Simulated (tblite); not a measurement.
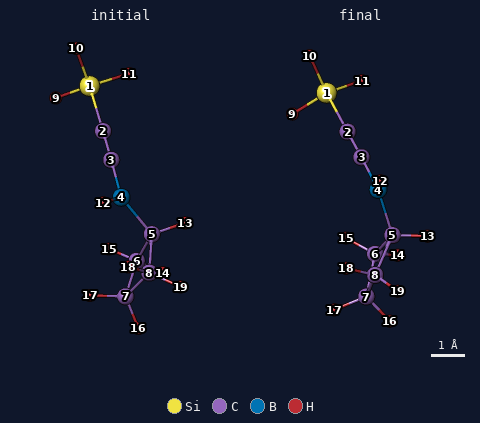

The structure of C₆H₁₁BSi before (left) and after (right) a relaxation, at one scale.

A ball-and-stick model, seen from a free direction.

Level of theory: tblite, GFN2-xTB geometry optimisation, gas phase. 

Q: Describe what moved and what it gained.

A: The atom that moves furthest after the best rigid fit is H12 (1.38 Å). By element the largest moves are H 1.38 Å, B 0.61 Å, C 0.45 Å, Si 0.24 Å. Among the contacts that change: C5–C8 1.506 → 1.550 Å, C3–B4 1.543 → 1.499 Å, C5–C6 1.501 → 1.545 Å, C7–H17 1.128 → 1.089 Å. Bond angles that change, for instance: C7–C6–H14 107.8° → 116.0°, B4–C5–C8 111.6° → 118.5°, H16–C7–H17 114.6° → 108.7°. Groups turn about B4–C5 by about 45°, C5–C6 by about 30°, C6–C7 by about 30°. The energy falls by 0.433 eV in 149 geometry steps.
